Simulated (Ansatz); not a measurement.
## NbAs: pressure series

The reference is NbAs (space group I4_1md, No. 109; a = 3.474 Å, c = 11.749 Å).

Cell and atoms are relaxed at each pressure.

Levels (all Ansatz, a program for electronic structure, PAW): PBE (420 eV, spin-orbit coupling left out); r2SCAN (500 eV, spin-orbit coupling left out).

The base cell above is that of PBE; each level relaxes its own structures.

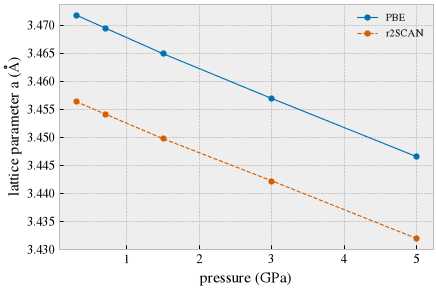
Figure. Lattice parameter a under two levels

**Question.** How do the two levels compare along the series?

**Answer.** PBE lies above r2SCAN in every row, by 0.015 Å to 0.015 Å. They put the cases in the same order.

Load acts through the strain it causes; cell and atoms are relaxed under it. No phonon test of stability was made. Competing high-pressure phases were not computed. All final runs are without spin polarisation.
